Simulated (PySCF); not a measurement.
**GeCl2 (SMILES Cl[Ge]Cl) at wB97X/aug-cc-pVDZ**

What is the energy change on altering one bond length of GeCl2 at wB97X/aug-cc-pVDZ? Input form: a Python script.

The calculation is run with PySCF 2.14.0.

2 further runs of the same task are left out: 2 set aside as unsound or not needed.

**1. The molecule**

GeCl2 has 3 atoms, charge 0, and is taken as a singlet. SMILES: `Cl[Ge]Cl`. The coordinates come from a PBE0-D4/def2-TZVP relaxation.

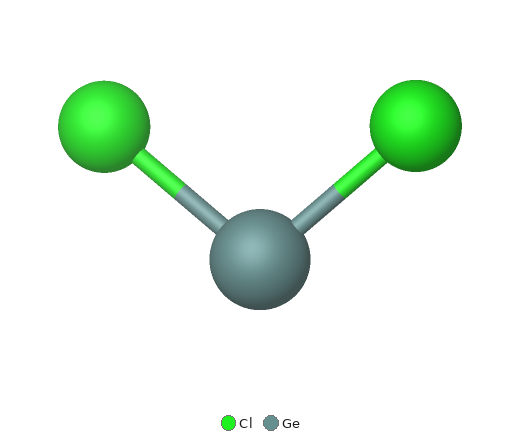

Viewed from a chosen angle; chlorine green, germanium teal.

**2. The energy at wB97X/aug-cc-pVDZ**

run.py

```python
from pyscf import gto, dft

mol = gto.Mole()
mol.atom = '''
Cl    -0.065420    -1.681680     0.422740
Ge    -0.421210     0.067170    -0.832020
Cl     0.486630     1.614500     0.409270
'''
mol.max_memory = 1860
mol.verbose = 3
mol.basis = 'aug-cc-pvdz'
mol.build()

mf = dft.RKS(mol, xc='wb97x')
mf.grids.level = 5
mf.conv_tol = 1e-10
mf.kernel()
if not mf.converged:
    mf = mf.newton().run(mf.mo_coeff, mf.mo_occ)

e_final = mf.e_tot
print(f'total energy: {e_final:.8f} hartree')
```

Command:

```
$ OMP_NUM_THREADS=1 python run.py
```

Log:

```text
converged SCF energy = -2997.51046506526
total energy: -2997.51046507 hartree
```

It took 62 s on 1 thread of AMD EPYC (Zen 3), shared host; peak memory 0.46 GiB.

**3. The distorted shape**

input.py

```python
from pyscf import gto, dft

mol = gto.M(
    atom='Cl 0.219208 -3.080741 1.426534; Ge -0.421210 0.067170 -0.832020; Cl 0.486630 1.614500 0.409270',
    basis='aug-cc-pvdz',
    verbose=4,
    charge=0,
    max_memory=1860,
)

myscf = dft.RKS(mol, xc='wb97x')
myscf.conv_tol = 1e-10
myscf.grids.level = 5
myscf.kernel()
if not myscf.converged:
    myscf = myscf.newton().run(myscf.mo_coeff, myscf.mo_occ)

e_final = myscf.e_tot
print('Final energy', e_final)
```

Command:

```
$ OMP_NUM_THREADS=1 python input.py
```

Log:

```text
PySCF version 2.14.0

[INPUT] num. atoms = 3
[INPUT] num. electrons = 66
[INPUT] charge = 0
[INPUT] spin (= nelec alpha-beta = 2S) = 0
[INPUT] symmetry False subgroup None
[INPUT] Mole.unit = angstrom
[INPUT] Symbol           X                Y                Z      unit          X                Y                Z       unit  Magmom
[INPUT]  1 Cl     0.219208000000  -3.080741000000   1.426534000000 AA    0.414243084314  -5.821756750719   2.695758567380 Bohr   0.0
[INPUT]  2 Ge    -0.421210000000   0.067170000000  -0.832020000000 AA   -0.795971540928   0.126932903787  -1.572289930161 Bohr   0.0
[INPUT]  3 Cl     0.486630000000   1.614500000000   0.409270000000 AA    0.919597423997   3.050962828110   0.773408211001 Bohr   0.0

nuclear repulsion = 237.048898670569
number of shells = 25
number of NR pGTOs = 186
number of NR cGTOs = 90
basis = aug-cc-pvdz
ecp = {}

******** <class 'pyscf.dft.rks.RKS'> ********
method = RKS
initial guess = minao
damping factor = 0
level_shift factor = 0
DIIS = <class 'pyscf.scf.diis.CDIIS'>
diis_start_cycle = 1
diis_space = 8
diis_damp = 0
SCF conv_tol = 1e-10
SCF conv_tol_grad = None
SCF max_cycles = 50
direct_scf = True
direct_scf_tol = 1e-13
XC library pyscf.dft.libxc version 7.0.0
    S. Lehtola, C. Steigemann, M. J.T. Oliveira, and M. A.L. Marques.,  SoftwareX 7, 1–5 (2018)
XC functionals = wb97x
radial grids:
    Treutler-Ahlrichs [JCP 102, 346 (1995); DOI:10.1063/1.469408] (M4) radial grids

becke partition: Becke, JCP 88, 2547 (1988); DOI:10.1063/1.454033
pruning grids: <function nwchem_prune>
grids dens level: 5
symmetrized grids: False
atomic radii adjust function: <function treutler_atomic_radii_adjust>
small_rho_cutoff = 0
Set gradient conv threshold to 1e-05
Initial guess from minao.
tot grids = 130832
init E= -2996.51985643787
  HOMO = -0.366705517518241  LUMO = -0.0820156600936086  gap/eV = 7.74681
cycle= 1 E= -2997.23203036449  delta_E= -0.712  |g|= 0.565  |ddm|= 1.11

WARN: HOMO -0.160754366748321 == LUMO -0.160554497307637

cycle= 2 E= -2994.30957293061  delta_E= 2.92  |g|=    2  |ddm|= 2.67
  HOMO = -0.334198014887195  LUMO = -0.133175152246871  gap/eV = 5.47011
cycle= 3 E= -2997.34236270348  delta_E= -3.03  |g|= 0.273  |ddm|=  2.5
  HOMO = -0.277743785873267  LUMO = -0.136398063978483  gap/eV = 3.84621
cycle= 4 E= -2997.37382519729  delta_E= -0.0315  |g|= 0.107  |ddm|= 0.314
  HOMO = -0.290747938017412  LUMO = -0.139945229035218  gap/eV = 4.10355
cycle= 5 E= -2997.38254951943  delta_E= -0.00872  |g|= 0.02  |ddm|= 0.199
  HOMO = -0.306161642759799  LUMO = -0.129065239631149  gap/eV = 4.81904
cycle= 6 E= -2997.38334170513  delta_E= -0.000792  |g|= 0.00951  |ddm|= 0.0711
  HOMO = -0.311713391718318  LUMO = -0.125110455839877  gap/eV = 5.07772
cycle= 7 E= -2997.38346627053  delta_E= -0.000125  |g|= 0.00498  |ddm|= 0.0301
  HOMO = -0.313541573106917  LUMO = -0.123898584300687  gap/eV = 5.16045
cycle= 8 E= -2997.38349579669  delta_E= -2.95e-05  |g|= 0.00169  |ddm|= 0.014
  HOMO = -0.313824890634414  LUMO = -0.123178880546303  gap/eV = 5.18774
cycle= 9 E= -2997.38350408168  delta_E= -8.28e-06  |g|= 0.000571  |ddm|= 0.00924
  HOMO = -0.313764819457457  LUMO = -0.123162706769532  gap/eV = 5.18655
cycle= 10 E= -2997.38350583086  delta_E= -1.75e-06  |g|= 0.000274  |ddm|= 0.00448
  HOMO = -0.313703713275287  LUMO = -0.123157876078801  gap/eV = 5.18502
cycle= 11 E= -2997.38350616271  delta_E= -3.32e-07  |g|= 9.65e-05  |ddm|= 0.00239
  HOMO = -0.313712124747314  LUMO = -0.123147113910545  gap/eV = 5.18554
cycle= 12 E= -2997.38350618032  delta_E= -1.76e-08  |g|= 2.45e-05  |ddm|= 0.000495
  HOMO = -0.313718225495838  LUMO = -0.123138059093624  gap/eV = 5.18595
cycle= 13 E= -2997.38350618221  delta_E= -1.89e-09  |g|= 1.06e-05  |ddm|= 0.000149
  HOMO = -0.313716886966213  LUMO = -0.123138758863806  gap/eV = 5.18590
cycle= 14 E= -2997.3835061826  delta_E= -3.9e-10  |g|= 6.37e-06  |ddm|= 5.55e-05
  HOMO = -0.31371691452093  LUMO = -0.123138422926512  gap/eV = 5.18590
cycle= 15 E= -2997.38350618286  delta_E= -2.61e-10  |g|= 3.25e-06  |ddm|= 5.27e-05
  HOMO = -0.313717090983642  LUMO = -0.123138157235436  gap/eV = 5.18592
cycle= 16 E= -2997.38350618292  delta_E= -6e-11  |g|= 1.75e-06  |ddm|= 3.05e-05
  HOMO = -0.313716965249658  LUMO = -0.123138420731491  gap/eV = 5.18591
Extra cycle  E= -2997.38350618292  delta_E=    0  |g|= 1.3e-06  |ddm|= 5.66e-06
converged SCF energy = -2997.38350618292
Final energy -2997.38350618292
```

Wall time 69 s (1 thread of AMD EPYC (Zen 3), shared host); peak memory 0.46 GiB.

**4. Outcome**

Level: wB97X/aug-cc-pVDZ.

| quantity | value |
| --- | --- |
| first shape: total energy | -2997.51047 Eh |
| first shape: dipole moment | 2.15 D |
| first shape: HOMO energy | -10.41 eV |
| first shape: LUMO energy | -1.19 eV |
| first shape: HOMO–LUMO gap | 9.21 eV |
| distorted shape: total energy | -2997.38351 Eh |
| distorted shape: dipole moment | 12.00 D |
| distorted shape: HOMO energy | -8.54 eV |
| distorted shape: LUMO energy | -3.35 eV |
| distorted shape: HOMO–LUMO gap | 5.19 eV |
| energy change with the Cl1–Ge2 bond stretched from 2.182 to 3.927 Å | 3.455 eV |

What this shows: With the Cl1–Ge2 bond stretched from 2.182 to 3.927 Å the energy rises by 3.45 eV (80 kcal/mol). The first shape isn't relaxed at this level, so the change isn't measured from a minimum. A restricted reference can't describe the breaking bond well at this length. Mulliken charges (distorted shape) run from -0.67 on Cl1 to +0.94 on Ge2; in a basis this large or diffuse they mean little.
